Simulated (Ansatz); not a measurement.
**CHAl (triplet): correlated methods under varied settings at distance Al1–C2 = 1.509 Å**

What do other methods and options give for CHAl (triplet) at this geometry, and how long do they take?

Program: Ansatz 0.2.0, Gaussian basis. Level of theory: the settings change from run to run. These are calculated values, not measurements.

18 further runs of the same task are left out: 14 that didn't finish, 4 set aside as unsound or not needed.

## Step 1: What is computed

The geometry derives from a PBE0/def2-TZVP stationary point (not a proven minimum). One bond is set to the value named and the two fragments are kept rigid.

3 atoms, charge 0, spin multiplicity 3.

Atoms are counted from 1 here; the program's logs count them from 0.

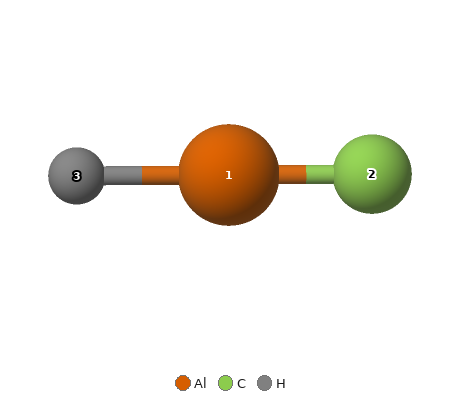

The geometry (aluminium orange, carbon green, hydrogen grey); atoms are numbered from 1 in the order of the file.

## Step 2: CASSCF(6,7)/6-31G

in.yaml

```yaml
crystal:
  periodic: [false, false, false]
  atoms:
    - {symbol: Al, position_ang: [0.000000, 0.000000, -0.030633]}
    - {symbol: C, position_ang: [0.000000, 0.000000, -1.539633]}
    - {symbol: H, position_ang: [0.000000, 0.000000, 1.570267]}
basis:
  gaussian: {orbitals: 6-31G}
magnetization: {spin_polarized: false, initial_magnetization: 2}
correlation: {active_space: {window: {electrons: 6, orbitals: 7}}}
accuracy: high
scf: {lower_state_search: light}
```

Command:

```
$ ansatz run in.yaml --threads 1 --pin off --events-out ev --progress --plain --max-ram 2393MiB
```

Log:

```text
Functional definition: HF
  name "HF"
  cite "Fock, Z. Phys. 61, 126 (1930) doi:10.1007/BF01340294"
  parent pbe
  exchange = exact_x
  correlation = 0
526 factors; integrals over basis functions are off by at most 3.8e-9 eV
mean field evaluation 1: about -7618.3359 eV, gradient 1.4e1 eV
mean field evaluation 2: about -7618.3417 eV, gradient 1.4e1 eV
mean field evaluation 4: about -7619.1971 eV, gradient 2.3e0 eV
mean field evaluation 8: about -7619.2327 eV, gradient 3.1e-3 eV
mean field evaluation 16: about -7619.2327 eV, gradient 6.4e-4 eV
mean field evaluation 32: about -7620.3998 eV, gradient 4.5e-2 eV
mean field evaluation 64: about -7620.3999 eV, gradient 1.8e-8 eV
mean field -7620.39989290 eV, -280.0445307715 hartree, gradient 1.3e-8 eV, S^2 2.000000; 9 other end points of the search recorded, 0 dependent functions left out
reference -7620.39989290 eV, -280.0445307715 hartree; 11, 9 occupied and 13, 15 virtual orbitals, 526 factors
state -7622.22237499 eV, -280.1115057531 hartree
Total energy: -7622.22237499 eV, -280.1115057531 hartree
```

Wall time 2.1 s (1 thread of Arm Neoverse V2, shared host).

From the report: 1,225 determinants; active occupations 1.97, 1.91, 1.00, 0.99, 0.08, 0.02, 0.02.

## Step 3: BCCD(T) on UHF/cc-pVDZ

in.yaml

```yaml
crystal:
  periodic: [false, false, false]
  atoms:
    - {symbol: Al, position_ang: [0.000000, 0.000000, -0.030633]}
    - {symbol: C, position_ang: [0.000000, 0.000000, -1.539633]}
    - {symbol: H, position_ang: [0.000000, 0.000000, 1.570267]}
basis:
  gaussian: {orbitals: cc-pVDZ}
magnetization: {spin_polarized: true, initial_magnetization: 2}
correlation: {method: bccd_t, electrons: outside_noble_gas}
scf: {lower_state_search: full}
```

Same command.

Log (excerpt; [...] marks lines left out):

```text
Functional definition: HF
  name "HF"
  cite "Fock, Z. Phys. 61, 126 (1930) doi:10.1007/BF01340294"
  parent pbe
[...]
357 factors; integrals over basis functions are off by at most 9.1e-4 eV
[...]
mean field -7622.08196422 eV, -280.1063457523 hartree, gradient 2.8e-6 eV, S^2 2.172733; 18 other end points of the search recorded, 0 dependent functions left out
determinant -7622.08196422 eV, -280.1063457523 hartree, with singles and doubles -7626.41940041 eV, -280.2657435922 hartree
determinant -7621.21255802 eV, -280.0743956637 hartree, with singles and doubles -7625.69429695 eV, -280.2390965317 hartree
determinant -7618.35278326 eV, -279.9693008799 hartree, with singles and doubles -7622.07258908 eV, -280.1060012225 hartree
determinant -7618.16879226 eV, -279.9625393353 hartree, with singles and doubles -7622.30288827 eV, -280.1144645613 hartree
6 core orbitals not correlated: weight in the atoms' cores, before any rotation towards them, 1.000 or more for the frozen orbitals, at most 0.000 for the correlated occupied ones
reference -7622.08196422 eV, -280.1063457523 hartree; 5, 3 occupied and 26, 28 virtual orbitals, 357 factors
second order -3.47808271 eV of doubles, -0.00000000 eV of singles
cycle   1  -4.32876668 eV  change    8.7e-3 eV  update   1.4e-2
[...]
cycle  11  -4.32632840 eV  change    9.8e-7 eV  update   5.0e-6
perturbative correction -0.16082416 eV, -0.0059101790 hartree
Total energy: -7626.56911678 eV, -280.2712455676 hartree
```

Run time: 2.4 s. Hardware: 1 thread of Arm Neoverse V2, shared host.

From the report: ⟨S²⟩ of the determinant 2.173 (pure triplet: 2.00); correlation -4.4872 eV; largest double amplitude 0.08.

## Step 4: NEVPT4(SD)(4,5)/6-31G

in.yaml

```yaml
crystal:
  periodic: [false, false, false]
  atoms:
    - {symbol: Al, position_ang: [0.000000, 0.000000, -0.030633]}
    - {symbol: C, position_ang: [0.000000, 0.000000, -1.539633]}
    - {symbol: H, position_ang: [0.000000, 0.000000, 1.570267]}
basis:
  gaussian: {orbitals: 6-31G, fitting: {mean_field: def2-universal-jkfit}}
magnetization: {spin_polarized: false, initial_magnetization: 2}
correlation: {method: fic_nevpt4_sd, electrons: valence, active_space: {window: {electrons: 4, orbitals: 5}}}
```

The command is unchanged.

Log:

```text
Functional definition: HF
  name "HF"
  cite "Fock, Z. Phys. 61, 126 (1930) doi:10.1007/BF01340294"
  parent pbe
  exchange = exact_x
  correlation = 0
221 factors; integrals over basis functions are off by at most 8.4e-2 eV
mean field evaluation 1: about -7618.3410 eV, gradient 1.4e1 eV
mean field evaluation 2: about -7618.8128 eV, gradient 8.6e0 eV
mean field evaluation 4: about -7619.2273 eV, gradient 4.4e-1 eV
mean field evaluation 8: about -7619.3105 eV, gradient 8.9e-1 eV
mean field evaluation 16: about -7618.3410 eV, gradient 1.4e1 eV
mean field evaluation 32: about -7619.2320 eV, gradient 6.1e-5 eV
mean field -7620.39913709 eV, -280.0445029961 hartree, gradient 1.9e-6 eV, S^2 2.000000; 9 other end points of the search recorded, 0 dependent functions left out
reference -7620.39913709 eV, -280.0445029961 hartree; 11, 9 occupied and 13, 15 virtual orbitals, 221 factors
state -7621.39879585 eV, -280.0812397778 hartree
state -7621.39879585 eV, -280.0812397778 hartree; corrected -7623.48034819 eV, -280.1577354156 hartree
Total energy: -7623.48034819 eV, -280.1577354156 hartree
```

It took 0.9 s on 1 thread of Arm Neoverse V2, shared host.

From the report: 48 determinants; active occupations 1.90, 1.00, 0.99, 0.10, 0.01.

## Step 5: CISDT/6-31G

in.yaml

```yaml
crystal:
  periodic: [false, false, false]
  atoms:
    - {symbol: Al, position_ang: [0.000000, 0.000000, -0.030633]}
    - {symbol: C, position_ang: [0.000000, 0.000000, -1.539633]}
    - {symbol: H, position_ang: [0.000000, 0.000000, 1.570267]}
basis:
  gaussian: {orbitals: 6-31G}
magnetization: {spin_polarized: false, initial_magnetization: 2}
correlation: {active_space: {ras: {orbitals: [3, 2, 13], electrons: 8, max_holes: 3, max_particles: 3}, fixed_orbitals: true}}
```

Same command.

Log:

```text
Functional definition: HF
  name "HF"
  cite "Fock, Z. Phys. 61, 126 (1930) doi:10.1007/BF01340294"
  parent pbe
  exchange = exact_x
  correlation = 0
300 factors; integrals over basis functions are off by at most 1.0e-4 eV
mean field evaluation 1: about -7618.3370 eV, gradient 1.4e1 eV
mean field evaluation 2: about -7618.3420 eV, gradient 1.4e1 eV
mean field evaluation 4: about -7619.1971 eV, gradient 2.3e0 eV
mean field evaluation 8: about -7619.2327 eV, gradient 3.1e-3 eV
mean field evaluation 16: about -7620.3925 eV, gradient 4.7e-1 eV
mean field evaluation 32: about -7619.9306 eV, gradient 6.0e0 eV
mean field evaluation 64: about -7619.2333 eV, gradient 2.9e-2 eV
mean field -7620.39978911 eV, -280.0445269574 hartree, gradient 1.9e-6 eV, S^2 2.000000; 9 other end points of the search recorded, 0 dependent functions left out
reference -7620.39978911 eV, -280.0445269574 hartree; 11, 9 occupied and 13, 15 virtual orbitals, 300 factors
state -7623.43053636 eV, -280.1559048644 hartree
Total energy: -7623.43053636 eV, -280.1559048644 hartree
```

Run time: 1.4 s. Hardware: 1 thread of Arm Neoverse V2, shared host.

From the report: 46,020 determinants.

## Step 6: NEVPT4(SD)(2,3)/cc-pVDZ

in.yaml

```yaml
crystal:
  periodic: [false, false, false]
  atoms:
    - {symbol: Al, position_ang: [0.000000, 0.000000, -0.030633]}
    - {symbol: C, position_ang: [0.000000, 0.000000, -1.539633]}
    - {symbol: H, position_ang: [0.000000, 0.000000, 1.570267]}
basis:
  gaussian: {orbitals: cc-pVDZ}
magnetization: {spin_polarized: false, initial_magnetization: 2}
correlation: {method: fic_nevpt4_sd, electrons: outside_noble_gas, active_space: {window: {electrons: 2, orbitals: 3}, states: [{multiplicity: 3, weights: [0.5, 1, 1]}], root: 1}}
```

Same command.

Log (excerpt; [...] marks lines left out):

```text
Functional definition: HF
  name "HF"
  cite "Fock, Z. Phys. 61, 126 (1930) doi:10.1007/BF01340294"
  parent pbe
[...]
662 factors; integrals over basis functions are off by at most 1.9e-7 eV
[...]
mean field -7621.86803948 eV, -280.0984841631 hartree, gradient 2.9e-6 eV, S^2 2.000000; 8 other end points of the search recorded, 0 dependent functions left out
reference -7621.86803948 eV, -280.0984841631 hartree; 11, 9 occupied and 26, 28 virtual orbitals, 662 factors
state -7620.66403426 eV, -280.0542377874 hartree
state -7616.30337117 eV, -279.8939863745 hartree
state -7616.30337116 eV, -279.8939863744 hartree
state -7620.66403426 eV, -280.0542377874 hartree; corrected -7625.83485972 eV, -280.2442621182 hartree
state -7616.30337117 eV, -279.8939863745 hartree; corrected -7620.78010820 eV, -280.0585034262 hartree
state -7616.30337116 eV, -279.8939863744 hartree; corrected -7620.78010820 eV, -280.0585034261 hartree
Total energy: -7620.78010820 eV, -280.0585034262 hartree
```

Wall time 1.6 s (1 thread of Arm Neoverse V2, shared host).

From the report: 2 determinants; active occupations (of the averaged states) 0.80, 0.60, 0.60.

## Step 7: BCCD(T) on UHF/6-31G*

in.yaml

```yaml
crystal:
  periodic: [false, false, false]
  atoms:
    - {symbol: Al, position_ang: [0.000000, 0.000000, -0.030633]}
    - {symbol: C, position_ang: [0.000000, 0.000000, -1.539633]}
    - {symbol: H, position_ang: [0.000000, 0.000000, 1.570267]}
basis:
  gaussian: {orbitals: "6-31G*"}
magnetization: {spin_polarized: true, initial_magnetization: 2}
correlation: {method: bccd_t, electrons: all}
output: {forces: true}
```

Launched as before.

Log (excerpt; [...] marks lines left out):

```text
Functional definition: HF
  name "HF"
  cite "Fock, Z. Phys. 61, 126 (1930) doi:10.1007/BF01340294"
  parent pbe
[...]
339 factors; integrals over basis functions are off by at most 9.3e-4 eV
[...]
mean field -7621.65855826 eV, -280.0907858705 hartree, gradient 1.6e-6 eV, S^2 2.198910; 12 other end points of the search recorded, 0 dependent functions left out
determinant -7621.65855826 eV, -280.0907858705 hartree, with singles and doubles -7626.11604669 eV, -280.2545955488 hartree
determinant -7620.64381190 eV, -280.0534946293 hartree, with singles and doubles -7625.25423982 eV, -280.2229247305 hartree
determinant -7617.85580043 eV, -279.9510370979 hartree, with singles and doubles -7621.75244296 eV, -280.0942360695 hartree
determinant -7617.78508148 eV, -279.9484382241 hartree, with singles and doubles -7622.11555500 eV, -280.1075801906 hartree
reference -7621.65855826 eV, -280.0907858705 hartree; 11, 9 occupied and 25, 27 virtual orbitals, 339 factors
second order -3.64659793 eV of doubles, -0.00000000 eV of singles
cycle   1  -4.44824308 eV  change    9.2e-3 eV  update   1.5e-2
[...]
cycle  14  -4.44503392 eV  change    1.8e-8 eV  update   3.7e-7
perturbative correction -0.17988579 eV, -0.0066106807 hartree
[...]
Total energy: -7626.28347797 eV, -280.2607485347 hartree
Atom 0 at     0.000000     0.000000    -0.030633 Å, force    -0.000000    -0.000000    13.992695 eV/Å
Atom 1 at     0.000000     0.000000    -1.539633 Å, force     0.000000     0.000000   -13.681887 eV/Å
Atom 2 at     0.000000     0.000000     1.570267 Å, force     0.000000     0.000000    -0.310809 eV/Å
Dipole moment:     0.000000     0.000000     0.371849 e Å
```

Wall time 8 s (1 thread of Arm Neoverse V2, shared host).

From the report: ⟨S²⟩ of the determinant 2.199 (pure triplet: 2.00); correlation -4.6249 eV; largest double amplitude 0.09.

## Step 8: All runs side by side

Where basis and cores are those of an earlier FCI/6-31G run (-7623.5803 eV), and the state is the same kind, the miss against it is given.

| level | correlated | functions | energy (eV) | from FCI (meV) | time |
| --- | --- | --- | --- | --- | --- |
| CASSCF(6,7)/6-31G |  | 24 | -7622.2224 | 1357.9 | 2.1 s |
| BCCD(T) on UHF/cc-pVDZ | outside noble gas | 37 | -7626.5691 |  | 2.4 s |
| NEVPT4(SD)(4,5)/6-31G | valence | 24 | -7623.4803 |  | 0.9 s |
| CISDT/6-31G | outside noble gas | 24 | -7623.4305 | 149.7 | 1.4 s |
| NEVPT4(SD)(2,3)/cc-pVDZ (excited root 1 of an average) | outside noble gas | 37 | -7620.7801 |  | 1.6 s |
| BCCD(T) on UHF/6-31G* | all | 36 | -7626.2835 |  | 8 s |

## Step 9: What came out

```
quantity                         value
    runs                             6
quickest  NEVPT4(SD)(4,5)/6-31G, 0.9 s
 slowest    BCCD(T) on UHF/6-31G*, 8 s
```

What this shows: Total energies in different bases, with other cores or another treatment of relativity can't be set against each other. BCCD(T) on UHF/6-31G* took 9 times as long as NEVPT4(SD)(4,5)/6-31G; the jobs differ in more than the method. Hartree-Fock, CASSCF and CASCI lack dynamic correlation by design.
